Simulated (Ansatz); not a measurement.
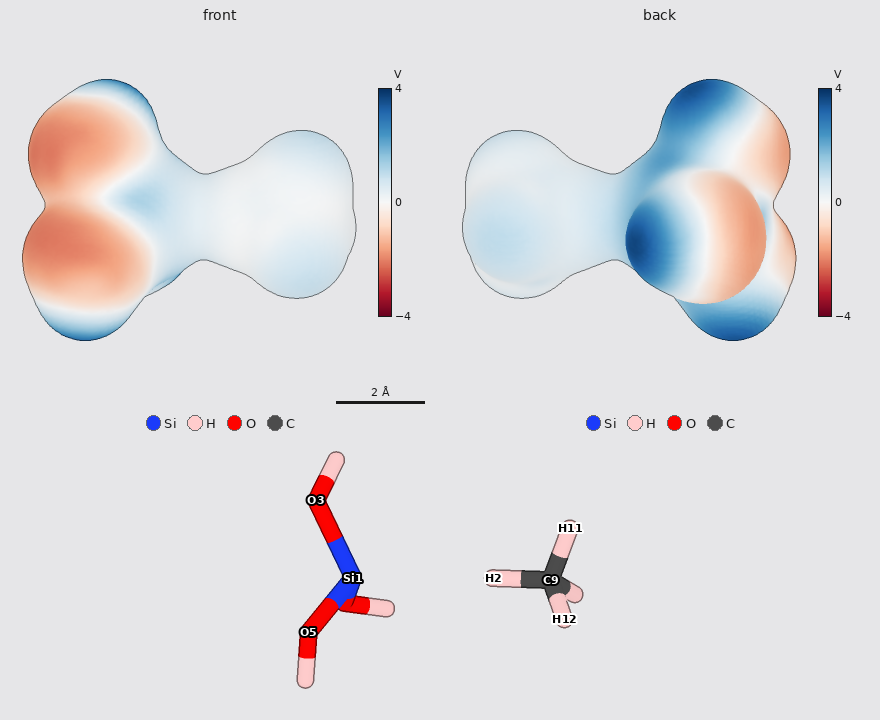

H₃O₃Si···CH₄ (doublet). The molecular electrostatic potential painted on the density surface at 0.004 e/bohr³, seen from the front and from behind; red is negative and blue positive. The bare structure is drawn below in the same view.

Theory: Ansatz, UKS BHLYP-D4/def2-SVP.

Input file:

```
crystal:
  periodic: [false, false, false]
  atoms:
    - { symbol: Si, position_ang: [0.0, 0.0, 0.0] }
    - { symbol: H, position_ang: [0.0, 0.0, 1.71] }
    - { symbol: O, position_ang: [1.5842, 0.0, -0.5594] }
    - { symbol: H, position_ang: [1.9006, -0.9521, -0.6761] }
    - { symbol: O, position_ang: [-0.7913, 1.3709, -0.5594] }
    - { symbol: H, position_ang: [-1.7491, 1.1401, -0.7818] }
    - { symbol: O, position_ang: [-0.7913, -1.3709, -0.5594] }
    - { symbol: H, position_ang: [-1.2459, -1.8365, 0.2129] }
    - { symbol: C, position_ang: [0.0, 0.0, 3.12] }
    - { symbol: H, position_ang: [-0.5653, -0.8805, 3.4905] }
    - { symbol: H, position_ang: [1.0452, -0.0494, 3.4905] }
    - { symbol: H, position_ang: [-0.4798, 0.9298, 3.4905] }
magnetization:
  spin_polarized: true
  initial_magnetization: 1
basis:
  gaussian: { orbitals: def2-SVP }
hamiltonian:
  xc: { name: BHLYP }
  dispersion: d4
relax:
  f_tol: 0.15
  max_steps: 25
  restrain:
    - { distance: [1, 8], at: 1.11, k: 30.0 }
    - { distance: [0, 1], at: 2.66, k: 30.0 }
output:
  orbitals: {}
```

Command:

```sh
ansatz run input.yaml --threads 4 --pin off --max-ram 5120MiB --backend cpu --events-out ev --progress --plain --runs-dir out
```

The fields are those of the run's last geometry, not of the input's.

**Where is the surface potential most negative and most positive?**

The most negative region (about −2.1 V, or −48 kcal/mol for a unit charge) lies over O3 and O5, the most positive (about +3.5 V, or +81 kcal/mol for a unit charge) over H4 and H8.
